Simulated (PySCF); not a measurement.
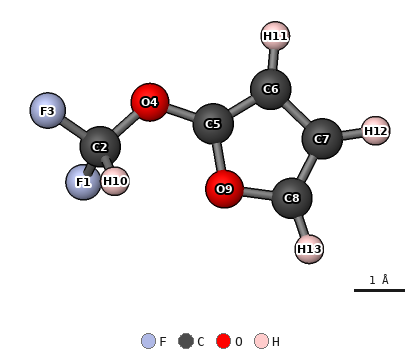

Fig. 1: The structure (ball-and-stick view, seen on its broad side; atoms are numbered from 1 in the order of the input). Bond lengths as drawn: C–C 1.36 to 1.43 Å, C–F 1.33 to 1.34 Å, C–H 1.09 to 1.10 Å and C–O 1.34 to 1.37 Å.

# Run report: C5H4F2O2, NMR shielding calculation

The run: NMR shielding calculation of C5H4F2O2, SMILES FC(F)Oc1ccco1. Method and program: GIAO PBE0/pcSseg-1 NMR shielding, non-relativistic, IEF-PCM dichloromethane (PySCF 2.14.0).

The geometry comes from this level: PBE0-D3(BJ)/def2-SVP. It belongs to a series of runs on one base structure; here: solvent dichloromethane. Figures and captions count atoms from 1; the log counts them from 0 in places.

**What the program printed**
```
coarse grid: 12256 points
cycle   1  E = -542.1912512918  dE =  1.937e+00  |g| = 9.148e-01  |ddm| = 3.401e+00
cycle   2  E = -542.0845574094  dE =  1.067e-01  |g| = 1.237e+00  |ddm| = 1.098e+00
cycle   3  E = -542.3377529690  dE = -2.532e-01  |g| = 7.021e-02  |ddm| = 6.474e-01
cycle   4  E = -542.3382504988  dE = -4.975e-04  |g| = 4.866e-02  |ddm| = 7.762e-02
cycle   5  E = -542.3386751378  dE = -4.246e-04  |g| = 9.196e-03  |ddm| = 3.528e-02
cycle   6  E = -542.3386901466  dE = -1.501e-05  |g| = 3.327e-03  |ddm| = 8.323e-03
cycle   7  E = -542.3386926147  dE = -2.468e-06  |g| = 4.215e-04  |ddm| = 2.621e-03
final grid: 123152 points
cycle   8  E = -542.4246027750  dE = -3.186e-05  |g| = 1.283e-02  |ddm| = 2.872e-02
cycle   9  E = -542.4245653327  dE =  3.744e-05  |g| = 1.933e-02  |ddm| = 1.714e-02
cycle  10  E = -542.4246314314  dE = -6.610e-05  |g| = 1.622e-03  |ddm| = 1.098e-02
cycle  11  E = -542.4246319960  dE = -5.646e-07  |g| = 2.904e-04  |ddm| = 1.281e-03
cycle  12  E = -542.4246320091  dE = -1.310e-08  |g| = 1.154e-04  |ddm| = 2.481e-04
cycle  13  E = -542.4246320117  dE = -2.558e-09  |g| = 3.306e-05  |ddm| = 9.046e-05
cycle  14  E = -542.4246320119  dE = -1.708e-10  |g| = 1.119e-05  |ddm| = 2.426e-05
```

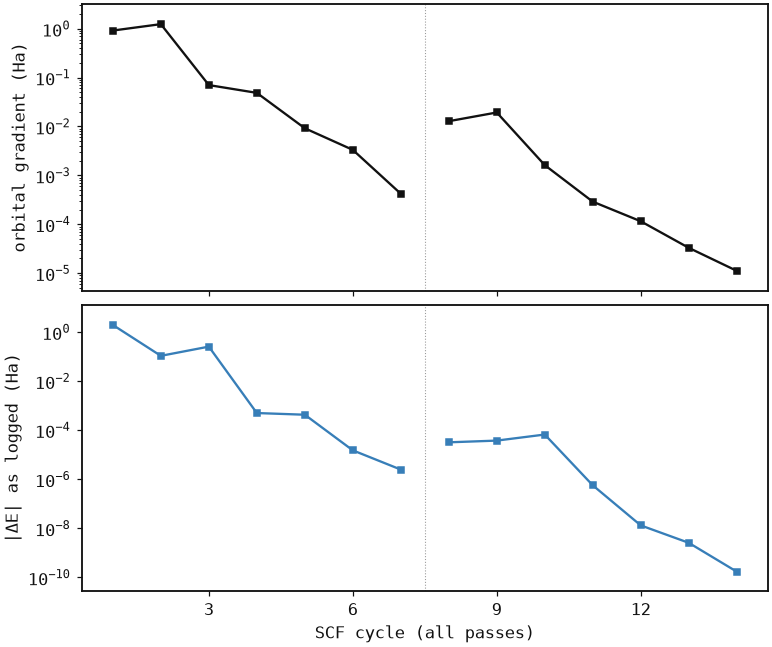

Fig. 2: Convergence of the self-consistent field: orbital gradient and size of the energy change against the SCF cycle. The dotted line marks the change from a coarse to the final integration grid. The first 7 cycles use a coarse grid, the final grid takes over at cycle 8, and the field converges after 14 cycles in all.

```
converged SCF energy = -542.4246320119

GIAO shielding tensors (ppm)
atom      isotropic    diamagn.    paramagn.     s11        s22        s33       span
  0 F      272.026     472.678    -200.652    189.441    279.505    347.131    157.691
  1 C       66.349     241.119    -174.770     50.345     70.022     78.680     28.335
  2 F      288.701     467.006    -178.305    198.069    316.162    351.871    153.802
  3 O      167.938     399.541    -231.603    127.824    163.729    212.263     84.439
  4 C       26.208     254.425    -228.217    -44.716     50.911     72.427    117.143
  5 C       95.745     252.021    -156.276     40.825     83.860    162.549    121.724
  6 C       65.896     256.440    -190.543    -22.339     61.216    158.811    181.150
  7 C       46.631     250.059    -203.428    -27.349     60.929    106.313    133.663
  8 O       56.597     401.310    -344.713    -56.466      2.530    223.727    280.193
  9 H       24.314      27.820      -3.506     20.763     24.823     27.357      6.595
 10 H       25.359      30.693      -5.334     21.883     25.727     28.468      6.585
 11 H       24.458      29.780      -5.323     22.512     24.580     26.280      3.768
 12 H       24.087      29.000      -4.913     20.807     24.719     26.735      5.928
```

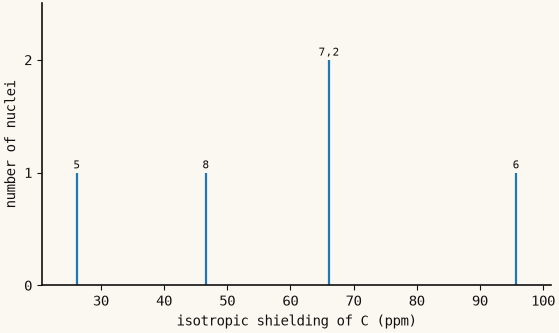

Fig. 3: Isotropic shieldings of the carbon nuclei in this fixed geometry, labelled by atom number; shielding grows to the right, so chemical shift grows to the left. The least shielded is C5 (26.2 ppm), the most shielded C6 (95.7 ppm).

This output came from the following input.

**Input file**
```
{"job": {"kind": "nmr", "xc": "PBE0", "basis": "pcSseg-1", "solvent": "dichloromethane", "pop": false}, "charge": 0, "multiplicity": 1}
F      2.824548     0.031062    -0.231445
C      2.071348     0.823821     0.540058
F      2.822208     1.267068     1.541935
O      1.053695     0.097593     1.109849
C     -0.045283    -0.160973     0.385238
C     -1.202240    -0.779890     0.744856
C     -2.003754    -0.769892    -0.444908
C     -1.271674    -0.151706    -1.408110
O     -0.062011     0.223599    -0.896867
H      1.699235     1.665102    -0.067243
H     -1.442442    -1.183033     1.724031
H     -3.005866    -1.177192    -0.560857
H     -1.440644     0.090590    -2.452437
```

The first line tells a small driver script what to run in PySCF; the rest is the geometry in Å.

Command:
```bash
OMP_NUM_THREADS=1 python <driver script> task.json out
```

**Key numbers**

| quantity | value |
| --- | --- |
| outcome | converged |
| total energy | −542.424632 hartree |
| HOMO | −6.45 eV |
| LUMO | 0.33 eV |
| dipole moment | 2.84 D |
| isotropic shielding, F | 272.0 to 288.7 ppm |
| isotropic shielding, C | 26.2 to 95.7 ppm |
| isotropic shielding, O | 56.6 to 167.9 ppm |
| isotropic shielding, H | 24.1 to 25.4 ppm |
| hardware | 1 CPU thread, shared host |
| wall time | 12 s |
| peak memory | 0.9 GiB |
